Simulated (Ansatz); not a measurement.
The parent structure is PbSe in the rock salt structure (space group Fm-3m, No. 225; a = 6.218 Å).

One thing is altered: hole doping at 7.0×10^20 cm⁻³ (0.0421 per cell), with a uniform compensating background at fixed cell and a 300 K Fermi–Dirac width.

Calculations: Kohn–Sham DFT with the PBE functional, run in Ansatz (a quantum-chemistry and plane-wave program) with PAW and 420 eV plane waves, no SOC, earlier PAW set.

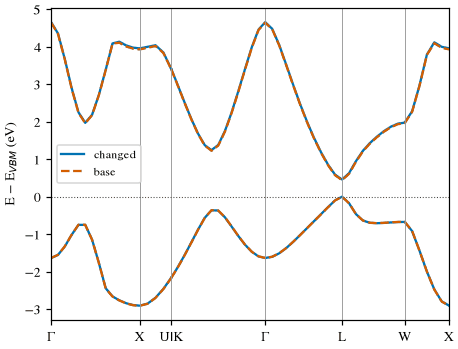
*Highest valence and lowest conduction band along the path, each from its own valence-band maximum*

Read the changed gap and its character from the plot.

About 0.5 eV, direct at L.

Charged cell with a jellium background: band edges are those of the host's band count, energies are not comparable with the neutral cell, and many-body gap narrowing is missing. With Pb present, leaving out spin-orbit coupling can change the band edges. Stability against distortions was not tested.
